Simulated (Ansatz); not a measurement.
**One shape, several levels: doublet CH2ClF−**

We compute a comparison of 6 runs (UHF/3-21G, UHF/aug-cc-pVDZ, U-r2SCAN0/aug-cc-pVDZ, UBHLYP/aug-cc-pVDZ, UBLYP/aug-cc-pVDZ, UPBE0/aug-cc-pVDZ) of doublet CH2ClF−. 

The calculation is run with Ansatz 0.2.0.

68 further runs of the same task are left out: 68 set aside as unsound or not needed.

## 1. The structure to begin with

CH2ClF− has 5 atoms, charge -1, and is taken as a doublet. SMILES of the parent species: `FCCl`. Geometry: relaxed at PBE0-D4/def2-TZVP. That shape belongs to the parent species and isn't relaxed for this state.

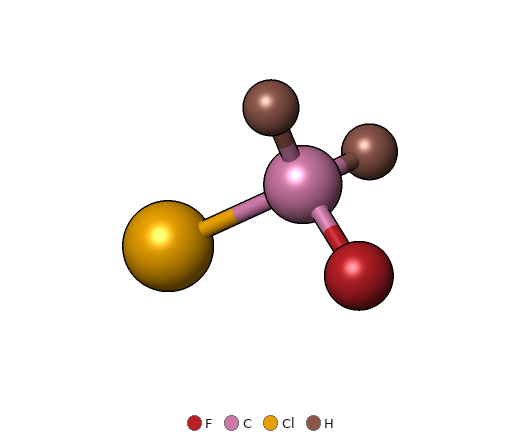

The structure, seen from a chosen angle (fluorine red, carbon pink, chlorine amber, hydrogen brown).

## 2. A single-point energy at UHF/3-21G (run 1)

run.yaml

```yaml
basis:
  gaussian:
    orbitals: 3-21G.json
crystal:
  periodic: [false, false, false]
  atoms:
    - {symbol: F, position_ang: [-0.970450, 0.560520, 0.766500]}
    - {symbol: C, position_ang: [0.083560, 0.089320, 0.058070]}
    - {symbol: Cl, position_ang: [-0.422970, -1.232890, -0.998060]}
    - {symbol: H, position_ang: [0.832130, -0.302600, 0.745580]}
    - {symbol: H, position_ang: [0.477720, 0.885670, -0.572080]}
total_charge: -1
magnetization:
  spin_polarized: true
  initial_magnetization: 1
hamiltonian:
  xc: hf
accuracy: high
output: {orbitals: {seedname: orbitals}}
```

The basis set 3-21G is read from a file made from the Basis Set Exchange's data (not shown).

Run with:

```
ansatz run run.yaml --threads 1 --pin off --max-ram 3480MiB --events-out events.jsonl --progress --plain --runs-dir runs
```

The log of the run:

```text
Warning: RAYON_NUM_THREADS=1 ignored (pool sized by the plan → 1); use --threads N
Functional definition: HF
  name "HF"
  exchange = exact_x
  correlation = 0
744 factors; integrals over basis functions are off by at most 3.1e-9 eV
mean field evaluation 1: about -16184.3424 eV, gradient 1.7e1 eV
mean field evaluation 2: about -16184.3503 eV, gradient 1.7e1 eV
mean field evaluation 4: about -16185.9639 eV, gradient 1.9e0 eV
mean field evaluation 8: about -16186.1267 eV, gradient 4.4e-1 eV
mean field evaluation 16: about -16186.1394 eV, gradient 2.6e-8 eV
mean field -16186.13937547 eV, -594.8296506893 hartree, gradient 2.9e-8 eV, S^2 0.756880; 0 other end points of the search recorded, 0 dependent functions left out
reference -16186.13937547 eV, -594.8296506893 hartree; 18, 17 occupied and 17, 18 virtual orbitals, 744 factors
Total energy: -16186.13937547 eV, -594.8296506893 hartree
```

It took 0.32 s on 1 thread of Arm Neoverse V2, shared host.

## 3. A single-point energy at UHF/aug-cc-pVDZ (run 2)

job.yaml

```yaml
crystal:
  periodic: [false, false, false]
  atoms:
    - {symbol: F, position_ang: [-0.970450, 0.560520, 0.766500]}
    - {symbol: C, position_ang: [0.083560, 0.089320, 0.058070]}
    - {symbol: Cl, position_ang: [-0.422970, -1.232890, -0.998060]}
    - {symbol: H, position_ang: [0.832130, -0.302600, 0.745580]}
    - {symbol: H, position_ang: [0.477720, 0.885670, -0.572080]}
basis:
  gaussian:
    orbitals: aug-cc-pVDZ
total_charge: -1
magnetization:
  spin_polarized: true
  initial_magnetization: 1
hamiltonian:
  xc: hf
accuracy: high
output: {orbitals: {seedname: orbitals}}
```

Run with:

```
ansatz run job.yaml --threads 1 --pin off --max-ram 3480MiB --events-out events.jsonl --progress --plain --runs-dir runs
```

The log of the run:

```text
Warning: RAYON_NUM_THREADS=1 ignored (pool sized by the plan → 1); use --threads N
[... 4 set-up lines as earlier in the session ...]
1830 factors; integrals over basis functions are off by at most 4.1e-9 eV
mean field evaluation 1: about -16267.8702 eV, gradient 2.3e1 eV
mean field evaluation 2: about -16268.0079 eV, gradient 2.3e1 eV
mean field evaluation 4: about -16271.0086 eV, gradient 1.7e0 eV
mean field evaluation 8: about -16271.0479 eV, gradient 2.1e-1 eV
mean field evaluation 16: about -16271.0489 eV, gradient 1.4e-8 eV
mean field evaluation 32: about -16270.9960 eV, gradient 3.1e-1 eV
mean field evaluation 64: about -16269.0336 eV, gradient 1.3e1 eV
mean field -16271.04891194 eV, -597.9500186007 hartree, gradient 1.8e-9 eV, S^2 0.750169; 2 other end points of the search recorded, 0 dependent functions left out
reference -16271.04891194 eV, -597.9500186007 hartree; 18, 17 occupied and 73, 74 virtual orbitals, 1830 factors
Total energy: -16271.04891194 eV, -597.9500186007 hartree
```

It took 7.5 s on 1 thread of Arm Neoverse V2, shared host; peak memory 0.29 GiB.

Runs 3 to 5 aren't shown in full; the table further down has their settings and results.

## 4. The energy at UPBE0/aug-cc-pVDZ (run 6)

job.yaml, as its differences from that of step 3:

```diff
@@ -11,2 +11,3 @@
     orbitals: aug-cc-pVDZ
+output: {orbitals: {seedname: orbitals}}
 total_charge: -1
@@ -16,4 +17,3 @@
 hamiltonian:
-  xc: hf
+  xc: pbe0
 accuracy: high
-output: {orbitals: {seedname: orbitals}}
```

Run with:

```
ansatz run job.yaml --threads 1 --pin off --max-ram 3480MiB --events-out events.jsonl --progress --plain --runs-dir runs
```

The log of the run:

```text
Warning: RAYON_NUM_THREADS=1 ignored (pool sized by the plan → 1); use --threads N
Functional definition: PBE0
  name "PBE0"
  parameter a = 0.25
  parameter kappa = 0.804
  parameter beta = 0.06672455060314922
  exchange = (1 - a)*pbe_x(kappa = kappa, mu = beta*pi^2/3) + a*exact_x
  correlation = pbe_c(beta = beta)
1830 factors; integrals over basis functions are off by at most 4.1e-9 eV
mean field evaluation 1: about -16298.6658 eV, gradient 2.4e1 eV
mean field evaluation 2: about -16298.0537 eV, gradient 3.0e1 eV
mean field evaluation 4: about -16300.9087 eV, gradient 1.3e0 eV
mean field evaluation 8: about -16301.0831 eV, gradient 5.8e-2 eV
mean field evaluation 16: about -16301.0833 eV, gradient 4.5e-4 eV
mean field evaluation 32: about -16301.0833 eV, gradient 1.0e-7 eV
mean field evaluation 64: about -16301.0833 eV, gradient 2.8e-8 eV
mean field -16301.08331313 eV, -599.0537624863 hartree, gradient 3.8e-8 eV, S^2 0.750061; 5 other end points of the search recorded, 0 dependent functions left out
reference -16301.08331523 eV, -599.0537625635 hartree; 18, 17 occupied and 73, 74 virtual orbitals, 1830 factors
Total energy: -16301.08331523 eV, -599.0537625635 hartree
```

Wall time 40 s (1 thread of Arm Neoverse V2, shared host); peak memory 0.39 GiB.

## 5. All runs side by side

| run | level | energy (Eh) | HOMO energy (eV) | LUMO energy (eV) | ⟨S²⟩ | wall time |
| --- | --- | --- | --- | --- | --- | --- |
| 1 | UHF/3-21G | -594.829651 | 3.27 | 13.58 | 0.757 | 0.32 s |
| 2 | UHF/aug-cc-pVDZ | -597.950019 | 0.85 | 3.89 | 0.750 | 7.5 s |
| 3 | U-r2SCAN0/aug-cc-pVDZ | -599.225889 | 1.59 | 2.44 | 0.750 | 74 s |
| 4 | UBHLYP/aug-cc-pVDZ | -599.277961 | 1.40 | 3.20 | 0.750 | 17 s |
| 5 | UBLYP/aug-cc-pVDZ | -599.310637 | 2.03 | 2.53 | 0.750 | 39 s |
| 6 | UPBE0/aug-cc-pVDZ | -599.053763 | 1.53 | 2.67 | 0.750 | 40 s |

## 6. Outcome

| quantity | value |
| --- | --- |
| run 6: total energy | -599.05376 Eh |
| run 6: HOMO energy (highest over α and β) | 1.53 eV |
| run 6: LUMO energy (lowest over α and β) | 2.67 eV |
| run 6: ⟨S²⟩ | 0.750 |

What this shows: Totals of different functionals can't be ranked against each other. In runs 1, 2, 3, 4, 5, 6 the HOMO lies above zero, so the outermost electron may be held by the basis alone. All runs together took 3 min, the longest 74 s.
